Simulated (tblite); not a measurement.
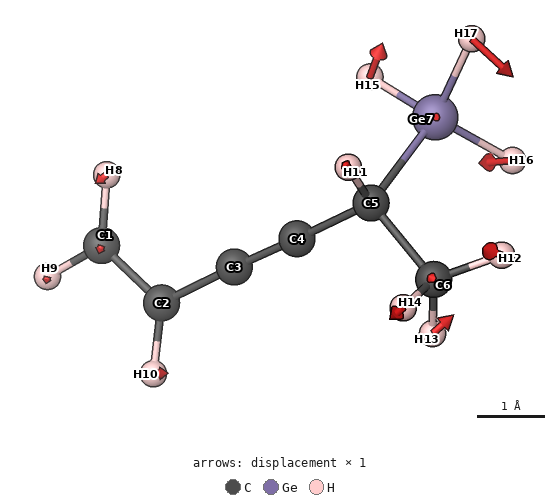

A relaxation of C₆H₁₀Ge. The starting structure is drawn; red arrows show the displacements, at their true length. The two geometries are superimposed by the best rigid fit.

The picture is a ball-and-stick view, seen at a tilt.

Computed with tblite, GFN2-xTB geometry optimisation, gas phase. 

Q: Which element moves most?

A: Hydrogen: up to 0.88 Å, against 0.16 Å for carbon.

Q: What happened in the run?

A: After 113 geometry steps the energy has fallen by 8.82 kcal/mol. The largest move after the best rigid fit is that of H17, 0.88 Å. By element the largest moves are H 0.88 Å, C 0.16 Å, Ge 0.09 Å. Some distances before and after: C5–Ge7 1.947 → 1.999 Å, Ge7–H17 1.548 → 1.500 Å, Ge7–H15 1.539 → 1.495 Å, C6–H14 1.123 → 1.089 Å. Among the angles between lasting bonds that change: C2–C1–H9 114.9° → 121.6°, C3–C2–H10 121.9° → 115.3°, C5–C6–H14 104.3° → 110.7°. Groups turn about C5–Ge7 by about 35°, C5–C6 by about 25°. Cost: 1.1 s on 1 thread of Arm Neoverse N1, on a shared host.
